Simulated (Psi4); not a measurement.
# GaH2O (SMILES [O][GaH2]): UMP2/DZVP (density fitting, density fitting for correlation)

What is the vertical doublet–quartet gap of GaH2O at UMP2/DZVP (density fitting, density fitting for correlation)? 

Program for the calculation: Psi4 1.11.

3 further runs of the same task are left out: 3 set aside as unsound or not needed.

### Step 1. The system as given

The species is GaH2O (4 atoms), meant as a doublet with charge 0. SMILES: `[O][GaH2]`. The coordinates come from a PBE0-D4/def2-TZVP relaxation.

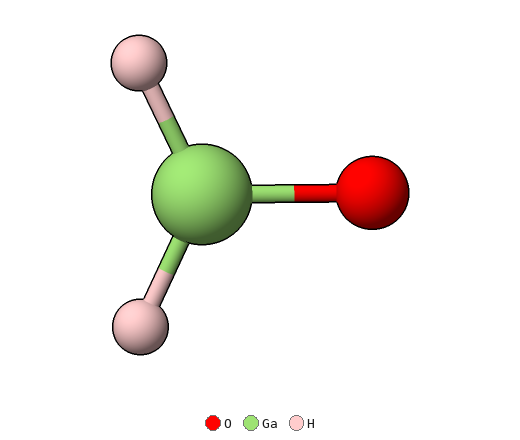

The structure, seen from a chosen angle (oxygen red, gallium green, hydrogen pink).

### Step 2. The energy at UMP2/DZVP (density fitting, density fitting for correlation)

The input, gah2o.xyz:

```xyz
4
GaH2O
O     -0.885700    -0.494600     1.322100
Ga     0.078800     0.019500    -0.100900
H     -0.675200    -0.040800    -1.460300
H      1.537600     0.455600     0.218700
```

The input, run.py:

```python
import numpy as np
from ase.calculators.psi4 import Psi4
from ase.io import read

atoms = read('gah2o.xyz')
calc = Psi4(atoms=atoms, method='mp2', basis='DZVP', memory='1600MB', num_threads=1, charge=0, multiplicity=2, label='gah2o', reference='uhf')
calc.psi4.set_options({'scf_type': 'df', 'freeze_core': True, 'mp2_type': 'df'})
atoms.calc = calc

print(f'energy: {atoms.get_potential_energy():.6f} eV')
```

On the command line:

```bash
$ python run.py
```

gah2o.dat (excerpt; [...] marks lines left out):

```text
[...]
  Running in c1 symmetry.
[...]
  Nuclear repulsion =   97.412422056959187
[...]
  Multiplicity = 2
[...]
  Nalpha       = 21
  Nbeta        = 20
[...]
    Number of basis functions: 45
[...]
   @DF-UHF iter   1: -1998.17963145235308   -4.66667e+00   1.96630e-02 DIIS/ADIIS
[...]
   @DF-UHF iter  15: -1998.74047409671675   -1.36424e-12   4.95984e-09 DIIS
[...]
   @S^2 Observed:                7.604436622E-01
[...]
    Orbital Energies [Eh]
    ---------------------
    Alpha Occupied:
       1A   -378.961385     2A    -48.301785     3A    -42.659819
       4A    -42.657052     5A    -42.656996     6A    -20.580610
       7A     -6.506128     8A     -4.601350     9A     -4.597566
      10A     -4.597180    11A     -1.349584    12A     -1.280123
      13A     -1.279554    14A     -1.276621    15A     -1.276048
      16A     -1.245939    17A     -0.632301    18A     -0.628175
      19A     -0.529332    20A     -0.513244    21A     -0.456404
    Alpha Virtual:
      22A      0.035586    23A      0.094561    24A      0.128726
      25A      0.160912    26A      0.220904    27A      0.275327
[...]
  @DF-UHF Final Energy: -1998.74047409671675
   => Energetics <=
    Nuclear Repulsion Energy =             97.4124220569591870
    One-Electron Energy =               -2980.0799771449856053
    Two-Electron Energy =                 883.9270809913095945
    Total Energy =                      -1998.7404740967167527
  UHF NO Occupations:
  HONO-2 :   19  A 1.9980447
  HONO-1 :   20  A 1.9980155
[...]
 Multipole Moments:
 ------------------------------------------------------------------------------------
     Multipole            Electronic (a.u.)      Nuclear  (a.u.)        Total (a.u.)
 ------------------------------------------------------------------------------------
 L = 1.  Multiply by 2.5417464519 to convert [e a0] to [Debye]
 Dipole X            :          0.6497903           -0.1334359            0.5163543
 Dipole Y            :          0.3461616           -0.0709995            0.2751622
 Dipole Z            :         -0.9587594            0.1969126           -0.7618468
 Magnitude           :                                                    0.9605970
[...]
```

On the terminal:

```text
energy: -54393.955410 eV
```

Run time: 1.6 s. Hardware: 1 thread of Intel Xeon 6975P-C (Granite Rapids), shared host; peak memory 0.24 GiB.

### Step 3. The quartet

The input, run.py:

```python
import numpy as np
from ase.calculators.psi4 import Psi4
from ase import Atoms

mol = Atoms(['O', 'Ga', 'H', 'H'], positions=[
    [-0.885700, -0.494600, 1.322100],
    [0.078800, 0.019500, -0.100900],
    [-0.675200, -0.040800, -1.460300],
    [1.537600, 0.455600, 0.218700],
])
calc = Psi4(atoms=mol, method='mp2', basis='DZVP', memory='1600MB', num_threads=1, charge=0, multiplicity=4, label='gah2o', reference='uhf')
calc.psi4.set_options({'scf_type': 'df', 'freeze_core': True, 'mp2_type': 'df'})
mol.calc = calc

print(f'energy: {mol.get_potential_energy():.6f} eV')
```

On the command line:

```bash
$ python run.py
```

gah2o.dat (excerpt; [...] marks lines left out):

```text
[...]
  Running in c1 symmetry.
[...]
  Nuclear repulsion =   97.412422056959187
[...]
  Multiplicity = 4
[...]
  Nalpha       = 22
  Nbeta        = 19
[...]
    Number of basis functions: 45
[...]
   @DF-UHF iter   1: -1997.88245424069964   -4.36949e+00   2.23929e-02 DIIS/ADIIS
[...]
   @DF-UHF iter  18: -1998.56772826369388   -3.41061e-12   7.28541e-09 DIIS
[...]
   @S^2 Observed:                3.775762994E+00
[...]
    Orbital Energies [Eh]
    ---------------------
    Alpha Occupied:
       1A   -378.931593     2A    -48.274089     3A    -42.632520
       4A    -42.630003     5A    -42.628704     6A    -20.844555
       7A     -6.480862     8A     -4.576225     9A     -4.574178
      10A     -4.570449    11A     -1.601003    12A     -1.256482
      13A     -1.255181    14A     -1.255139    15A     -1.247301
      16A     -1.245237    17A     -0.875969    18A     -0.868045
      19A     -0.817235    20A     -0.556029    21A     -0.432705
      22A     -0.203673
    Alpha Virtual:
      23A      0.058971    24A      0.125555    25A      0.150855
[...]
  @DF-UHF Final Energy: -1998.56772826369388
   => Energetics <=
    Nuclear Repulsion Energy =             97.4124220569591870
    One-Electron Energy =               -2978.9962705829320839
    Two-Electron Energy =                 883.0161202622788323
    Total Energy =                      -1998.5677282636938799
  UHF NO Occupations:
  HONO-2 :   20  A 1.0000000
  HONO-1 :   21  A 1.0000000
[...]
 Multipole Moments:
 ------------------------------------------------------------------------------------
     Multipole            Electronic (a.u.)      Nuclear  (a.u.)        Total (a.u.)
 ------------------------------------------------------------------------------------
 L = 1.  Multiply by 2.5417464519 to convert [e a0] to [Debye]
 Dipole X            :         -0.5445925           -0.1334359           -0.6780284
 Dipole Y            :         -0.2901608           -0.0709995           -0.3611603
 Dipole Z            :          0.8033317            0.1969126            1.0002444
 Magnitude           :                                                    1.2612090
[...]
```

Standard output:

```text
energy: -54388.058956 eV
```

It took 1.6 s on 1 thread of Intel Xeon 6975P-C (Granite Rapids), shared host; peak memory 0.24 GiB.

### Step 4. What came out

Level: UMP2/DZVP (density fitting, density fitting for correlation), 10 core orbitals frozen.

| quantity | value |
| --- | --- |
| doublet: total energy | -1998.94101 Eh |
| doublet: HOMO energy (Hartree–Fock orbitals) (highest over α and β) | -12.42 eV |
| doublet: LUMO energy (Hartree–Fock orbitals) (lowest over α and β) | 0.97 eV |
| doublet: correlation energy (10 core orbitals frozen) | -200.5 mEh |
| doublet: ⟨S²⟩ of the reference determinant | 0.760 |
| quartet: total energy | -1998.72432 Eh |
| quartet: HOMO energy (Hartree–Fock orbitals) (highest over α and β) | -5.54 eV |
| quartet: LUMO energy (Hartree–Fock orbitals) (lowest over α and β) | -1.52 eV |
| quartet: correlation energy (10 core orbitals frozen) | -156.6 mEh |
| quartet: ⟨S²⟩ of the reference determinant | 3.776 |
| vertical energy of the quartet above the doublet | 5.896 eV |

In words: At this shape the quartet lies 5.90 eV (569 kJ/mol) above the doublet.
